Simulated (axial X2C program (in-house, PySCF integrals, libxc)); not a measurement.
# Run report: PtCl⁻, relativistic diatomic calculation

System: PtCl⁻. The reference is closed-shell PtCl⁻; the roots are vertical excitation energies. The distance is the PBE0 minimum at charge −1.
Method: EOM-EE-CCSD, two-component X2C with atomic mean-field Coulomb and Gaunt terms, Pt dyall-acv3z, Cl dyall-av3z (cores contracted) (axial X2C program (in-house, PySCF integrals, libxc)).

## Key numbers

| quantity | value |
| --- | --- |
| outcome | converged |
| HF energy of the reference PtCl⁻ | −18872.75646 hartree |
| MP2 energy of the reference PtCl⁻ | −18873.36128 hartree |
| CCSD energy of the reference PtCl⁻ (with the MP2 share of the virtual spinors left out of the coupled-cluster step) | −18873.34814 hartree |
| CCSD(T) energy of the reference PtCl⁻ | −18873.36269 hartree |
| T1 diagnostic (spinor form; for a closed shell √2 times the usual value) | 0.035 |
| hardware | 1 thread of Arm Neoverse V1, 24 GiB of memory available, shared host |
| wall time | 1.7 min |
| peak memory | 1.1 GiB |

## Input
```
{"zs": [78, 17], "q": -1, "bas": ["dyall-acv3z", "dyall-av3z"], "r0": 2.22, "eom": "ee", "thr": -2.0, "nmax": 88}
```

The line is the task of a batch: nuclear charges, charge, bases, a first guess of the distance and further settings. This report covers the levels named above. The log is that of the reference distance 2.204 Å.

The run was one of a batch that the task file lists, launched with:
```bash
python <driver script> task.json out
```

## Log
```
two-component X2C + atomic mean field  HF
basis functions 249  fitting functions 1221  grid points 5078
iter        total energy     max residual
   1     -18870.951543949     5.51e+01
   2     -18872.649241996     3.96e+00
   3     -18872.745775199     1.41e+00
   4     -18872.753858258     5.30e-01
   5     -18872.755105139     1.52e-01
   6     -18872.755726877     2.85e-02
   7     -18872.755901743     4.49e-02
   8     -18872.756132042     2.90e-02
   9     -18872.756276121     2.17e-02
  10     -18872.756404064     2.48e-02
  11     -18872.756448008     1.07e-02
  12     -18872.756458004     3.35e-03
  13     -18872.756459945     1.69e-03
  14     -18872.756460651     6.45e-04
  15     -18872.756460927     6.64e-04
  16     -18872.756461033     3.52e-04
  17     -18872.756461075     1.26e-04
  18     -18872.756461088     1.38e-04
  19     -18872.756461094     4.85e-05
  20     -18872.756461095     1.76e-05
  21     -18872.756461096     2.99e-05
  22     -18872.756461096     1.70e-05
  23     -18872.756461096     3.32e-06
  24     -18872.756461096     2.54e-06
  25     -18872.756461096     2.22e-06
  26     -18872.756461096     7.32e-07
converged
one-electron -26530.65833080  Coulomb 7740.16670884  exact exchange -383.66901831  xc functional 0.00000000  nuclear repulsion 318.37068134  atomic mean-field constant -16.96650216
correlated 18  virtual 304  natural virtual 84  E(MP2) -0.604819249  MP2 remainder -0.134820842
iter   CCSD correlation   residual
   1     -0.438095162   1.88e-01
   2     -0.451762890   8.59e-02
   3     -0.456291408   3.57e-02
   4     -0.456628375   1.63e-02
   5     -0.456717785   7.42e-03
   6     -0.456788250   4.36e-03
   7     -0.456801057   2.64e-03
   8     -0.456777175   1.94e-03
   9     -0.456844896   1.46e-03
  10     -0.456840653   9.56e-04
  11     -0.456851508   6.22e-04
  12     -0.456855046   3.65e-04
  13     -0.456854695   2.41e-04
  14     -0.456853870   1.58e-04
  15     -0.456853865   9.72e-05
  16     -0.456854037   5.49e-05
  17     -0.456853957   3.23e-05
  18     -0.456853967   1.92e-05
(T) -0.014557356566521046  T1 0.0353  D1 0.0709  max T2 0.039
EOM-EE-CCSD roots
2*Omega      energy/Eh   energy/eV  one-particle weight
    0       0.03356672      0.9134      0.968
    0       0.05108306      1.3900      0.945
    0       0.06668624      1.8146      0.950
    0       0.08379344      2.2801      0.946
    0       0.10132527      2.7572      0.937
    2       0.02940564      0.8002      0.957
    2       0.04270349      1.1620      0.961
    2       0.07508231      2.0431      0.941
    2       0.08288986      2.2555      0.940
    4       0.02656440      0.7229      0.949
    4       0.04193245      1.1410      0.946
    4       0.08318761      2.2637      0.939
    6       0.03844262      1.0461      0.950
```

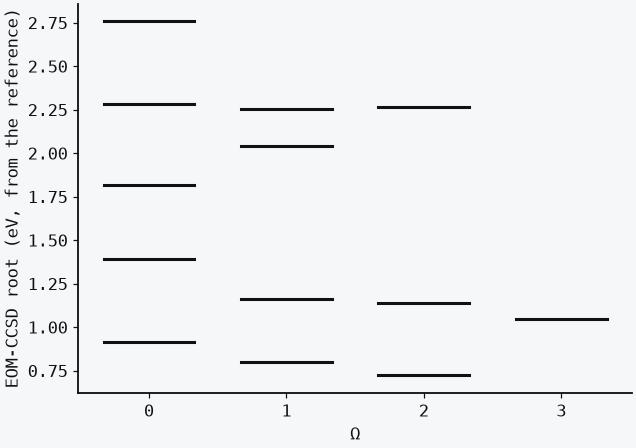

Figure 1. EOM-CCSD roots by Ω at 2.20 Å. The lowest has Ω = 2 and lies at 0.723 eV, with one-particle weight 0.95.
